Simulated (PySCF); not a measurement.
Input

```
{"job": {"kind": "inter", "xc": "wB97M-D3(BJ)", "basis": "def2-TZVPD", "pairs": false}, "charge": 0, "multiplicity": 1, "parts": [{"atoms": "0-2", "charge": 0, "multiplicity": 1}, {"atoms": "3-8", "charge": 0, "multiplicity": 1}]}
C      0.231833    -0.132120    -0.340613
N      0.587836    -0.486161    -1.370816
H     -0.101153     0.201059     0.625373
C     -0.269850     0.911639     3.148788
C     -1.445253     1.231599     2.627439
H     -0.101164    -0.048160     3.625575
H      0.568343     1.600279     3.129679
H     -2.286158     0.546716     2.656758
H     -1.617749     2.195253     2.159662
```

Run with:

```sh
OMP_NUM_THREADS=1 python cluster_run.py task.json out
```

Geometry: PBE0-D3(BJ)/def2-TZVPD.

All numbers below come from wB97M-D3(BJ)/def2-TZVPD, SCF density, gas phase (PySCF 2.14.0).

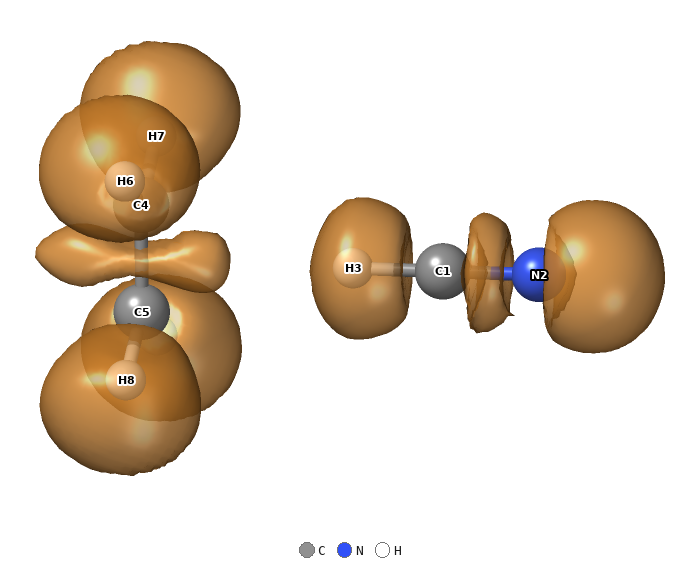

HCN···C₂H₄ (SMILES C#N.C=C). Isosurface of the ELF at 0.8 (orange), seen at a tilt. Core shells and regions of very low density are left out.

Describe the localisation domains.

At this value the surface marks out one region between bonded C–C atoms (shared pairs), one region between bonded C–N atoms (shared pairs), five regions around hydrogen nuclei and one lobe on N, pointing away from the bonds (lone pairs). Along the contacts the grid gives the following. C5···H3 (2.62 Å): the ELF dips to about 0.05 between them; a non-bonded, intermolecular contact. C–N (1.15 Å): the ELF peaks at about 0.90 between the atoms: a short, multiple covalent bond.
